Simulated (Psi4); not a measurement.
# USCAN/cc-pVTZ (density fitting with cc-pvdz-jkfit, sweep point 2) run of BSiH4 (SMILES [BH][SiH3])

What is the vertical ionisation energy of BSiH4 at USCAN/cc-pVTZ (density fitting with cc-pvdz-jkfit, sweep point 2)? 

The results are computed with Psi4 1.11.

4 further runs of the same task are left out: 4 that didn't finish.

## (1) Starting point

The species is BSiH4 (6 atoms), meant as a doublet with charge 0. As SMILES, `[BH][SiH3]`. Geometry: relaxed at GFN2-xTB.

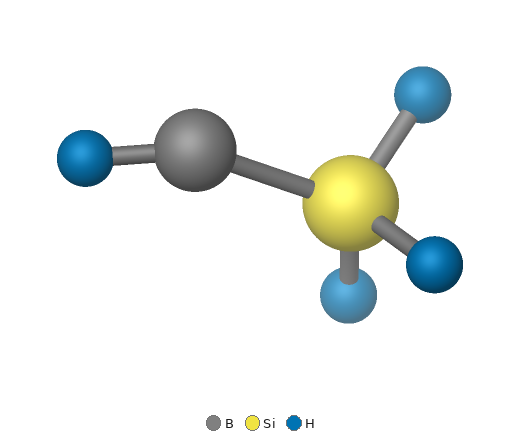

The structure, seen from a chosen angle (boron grey, silicon yellow, hydrogen blue).

## (2) The energy at USCAN/cc-pVTZ (density fitting with cc-pvdz-jkfit, sweep point 2)

bh4si.inp reads:

```
memory 1600 mb

molecule system {
  0 2
  B      0.938510    -0.830080     0.651420
  Si    -0.268720     0.378400    -0.198310
  H      1.206890    -1.921260     0.929580
  H     -1.511470    -0.138420    -0.820190
  H      0.392690     1.102720    -1.300860
  H     -0.757900     1.408630     0.738360
  symmetry c1
}

set reference uks
set puream true
set scf_type df
set dft_radial_points 99
set dft_spherical_points 590
set df_basis_scf cc-pvdz-jkfit
set maxiter 150

energy_value = energy('scan/cc-pVTZ')
```

On the command line:

```console
$ psi4 -i bh4si.inp -o bh4si.out -n 1
```

bh4si.out, shortened:

```text
[...]
  Running in c1 symmetry.
[...]
  Nuclear repulsion =   43.128188468135626
[...]
  Multiplicity = 2
[...]
  Nalpha       = 12
  Nbeta        = 11
[...]
    Number of basis functions: 120
[...]
   @DF-UKS iter   1:  -316.55635315116450   -3.89367e-01   3.13062e-03 DIIS/ADIIS
[...]
   @DF-UKS iter   8:  -316.64230924111376   -4.11371e-08   5.90104e-07 DIIS
[...]
   @S^2 Observed:                7.560653485E-01
[...]
    Orbital Energies [Eh]
    ---------------------
    Alpha Occupied:
       1A    -65.839194     2A     -6.677853     3A     -5.194621
       4A     -3.537345     5A     -3.537048     6A     -3.536190
       7A     -0.535708     8A     -0.448687     9A     -0.331769
      10A     -0.329219    11A     -0.314828    12A     -0.188005
    Alpha Virtual:
      13A     -0.133524    14A      0.037242    15A      0.045951
      16A      0.053314    17A      0.066357    18A      0.139636
      19A      0.148706    20A      0.177414    21A      0.179064
      22A      0.212389    23A      0.223390    24A      0.229149
      25A      0.235960    26A      0.255104    27A      0.304576
[...]
  @DF-UKS Final Energy:  -316.64230924111376
   => Energetics <=
    Nuclear Repulsion Energy =             43.1281884681356260
    One-Electron Energy =                -521.9322615534786109
    Two-Electron Energy =                 188.5862216454726763
    DFT Exchange-Correlation Energy =     -26.4244578012434701
    Empirical Dispersion Energy =           0.0000000000000000
    VV10 Nonlocal Energy =                  0.0000000000000000
    Total Energy =                       -316.6423092411137645
[...]
 Multipole Moments:
 ------------------------------------------------------------------------------------
     Multipole            Electronic (a.u.)      Nuclear  (a.u.)        Total (a.u.)
 ------------------------------------------------------------------------------------
 L = 1.  Multiply by 2.5417464519 to convert [e a0] to [Debye]
 Dipole X            :          1.7195388           -1.6689275            0.0506113
 Dipole Y            :         -1.2936665            1.0986190           -0.1950474
 Dipole Z            :          1.1773208           -1.1267739            0.0505468
 Magnitude           :                                                    0.2077498
[...]
```

Wall time 66 s (1 thread of AMD EPYC 7R43 (Zen 3), shared host); peak memory 1.2 GiB.

## (3) The singlet cation at the same level

job.inp reads:

```
memory 1600 MB

molecule system {
  1 1
  B      0.938510    -0.830080     0.651420
  Si    -0.268720     0.378400    -0.198310
  H      1.206890    -1.921260     0.929580
  H     -1.511470    -0.138420    -0.820190
  H      0.392690     1.102720    -1.300860
  H     -0.757900     1.408630     0.738360
  symmetry c1
}

set {
  reference            rks
  puream               true
  scf_type             df
  dft_radial_points    99
  dft_spherical_points 590
  df_basis_scf         cc-pvdz-jkfit
}

energy_value = energy('scan/cc-pVTZ')
```

On the command line:

```console
$ psi4 -n 1 job.inp job.out
```

job.out, shortened:

```text
[...]
  Running in c1 symmetry.
[...]
  Nuclear repulsion =   43.128188468135626
[...]
  Multiplicity = 1
[...]
  Nalpha       = 11
  Nbeta        = 11
[...]
    Number of basis functions: 120
[...]
   @DF-RKS iter   1:  -316.28532493873570   -1.18338e-01   2.53764e-03 DIIS/ADIIS
[...]
   @DF-RKS iter   8:  -316.33476486615245   -3.11358e-07   4.90453e-07 DIIS
[...]
    Orbital Energies [Eh]
    ---------------------
    Doubly Occupied:
       1A    -66.072921     2A     -7.022104     3A     -5.429918
       4A     -3.773176     5A     -3.771585     6A     -3.771400
       7A     -0.784174     8A     -0.701917     9A     -0.585599
      10A     -0.544649    11A     -0.539368
[...]
  @DF-RKS Final Energy:  -316.33476486615245
   => Energetics <=
    Nuclear Repulsion Energy =             43.1281884681356260
    One-Electron Energy =                -516.2133641491910794
    Two-Electron Energy =                 182.8697059649802554
    DFT Exchange-Correlation Energy =     -26.1192951500772779
    Empirical Dispersion Energy =           0.0000000000000000
    VV10 Nonlocal Energy =                  0.0000000000000000
    Total Energy =                       -316.3347648661524545
[...]
 Multipole Moments:
 ------------------------------------------------------------------------------------
     Multipole            Electronic (a.u.)      Nuclear  (a.u.)        Total (a.u.)
 ------------------------------------------------------------------------------------
 L = 1.  Multiply by 2.5417464519 to convert [e a0] to [Debye]
 Dipole X            :          2.5038547           -1.6689275            0.8349273
 Dipole Y            :         -1.9430298            1.0986190           -0.8444108
 Dipole Z            :          1.7174096           -1.1267739            0.5906357
 Magnitude           :                                                    1.3262668
[...]
```

It took 40 s on 1 thread of AMD EPYC 7R43 (Zen 3), shared host; peak memory 1.2 GiB.

## (4) Summary of results

Level: USCAN/cc-pVTZ (density fitting with cc-pvdz-jkfit, sweep point 2).

| quantity | value |
| --- | --- |
| doublet BSiH4: total energy | -316.64231 Eh |
| doublet BSiH4: dipole moment | 0.53 D |
| doublet BSiH4: HOMO energy (highest over α and β) | -5.12 eV |
| doublet BSiH4: LUMO energy (lowest over α and β) | -3.63 eV |
| doublet BSiH4: ⟨S²⟩ | 0.756 |
| singlet cation: total energy | -316.33476 Eh |
| singlet cation: HOMO energy | -14.68 eV |
| singlet cation: LUMO energy | -11.18 eV |
| singlet cation: HOMO–LUMO gap | 3.50 eV |
| vertical ionisation energy (to the singlet cation) | 8.369 eV |

Removing an electron at fixed nuclei costs 8.37 eV (193 kcal/mol). Only the singlet of the ionised species was computed; a triplet could lie lower.
